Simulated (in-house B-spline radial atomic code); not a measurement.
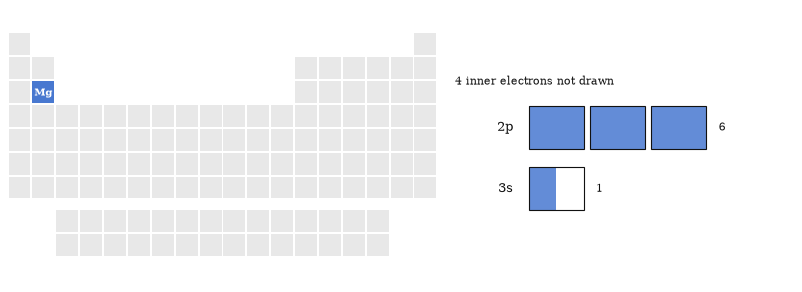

**Figure 1.** Left, the place of magnesium in the periodic table; right, the outer shells as the input fills them: a box for each of the 2l + 1 orbitals, shaded by the share of the shell that is filled, with the electron count at the right.

RPA and GW calculation, with input and output: Mg⁺

System: Mg⁺, configuration [Ne] 3s1, inside a hard wall of radius 2.5 bohr.
Method: RPA, second-order and SOSEX correlation energies and G0W0 (contour deformation) on a non-relativistic mean field, all electrons, B-spline basis (in-house B-spline radial atomic code).

## The input
```
Z = 12
electrons = 11.0
configuration = [Ne] 3s1
hamiltonian = nr
method = pbe0
lmax = 9
wall_radius = 2.5
spin_polarised = True
box_radius = 2.5
intervals = 40
```

The run was one of a batch that the task file lists, launched with:
```bash
python <driver script> task.json out
```

The program writes its results to a structured record and prints no log; tables and figures of this report are taken from that record.

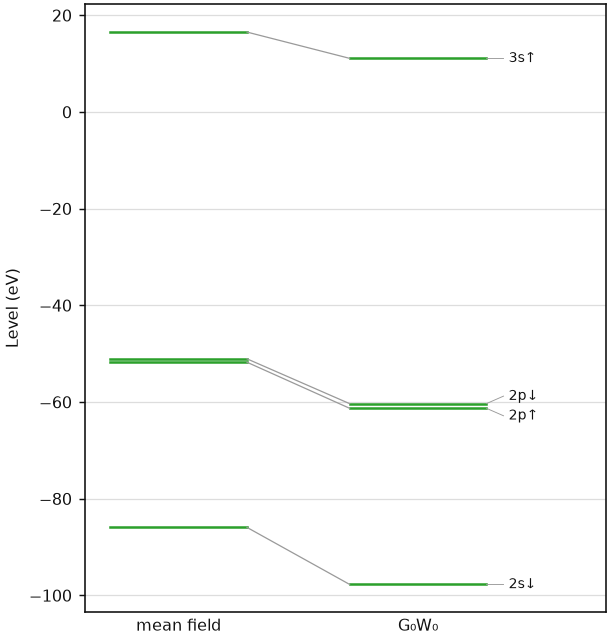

**Figure 2.** Mean-field and G₀W₀ levels (solid occupied, dashed empty) for Mg⁺ ([Ne] 3s). All-electron spherical atom, non-relativistic, PBE0 start, no spin-orbit coupling, Breit or QED terms; computed with a B-spline radial code, inside a hard wall of radius 2.5 bohr. The quasi-particle equation is solved at full frequency; levels of low quasi-particle weight Z are left out. Σ columns are in eV, and Σc holds an estimate for the angular momenta beyond the basis. G₀W₀ moves the highest occupied level, 3s↑, from 16.53 to 11.10 eV (renormalisation factor Z = 0.97).

| Level | Mean field (eV) | Σx − vxc (eV) | Σc (eV) | Z | G₀W₀ (eV) |
| --- | --- | --- | --- | --- | --- |
| 3s↑ | 16.53 | −3.55 | −1.89 | 0.97 | 11.10 |
| 2p↓ | −51.06 | −11.16 | 1.90 | 0.95 | −60.33 |
| 2p↑ | −51.76 | −11.37 | 1.85 | 0.90 | −61.29 |
| 2s↓ | −85.93 | −16.50 | 4.71 | 0.91 | −97.72 |

## Results in brief

| quantity | value |
| --- | --- |
| outcome | converged |
| mean-field total energy | −198.66031 hartree |
| total energy with exact exchange alone | −198.30403 hartree |
| exact exchange energy | −16.12282 hartree |
| RPA correlation, extrapolated in the angular momentum of the empty orbitals | −0.65158 hartree |
| RPA correlation, as summed | −0.64828 hartree |
| direct second-order term | −0.75121 hartree |
| second-order exchange term | 0.28070 hartree |
| SOSEX term | 0.25153 hartree |
| hardware | 1 CPU thread, shared host |
| wall time | 1.1 s |

## Notes

Caveats: relativity is absent.
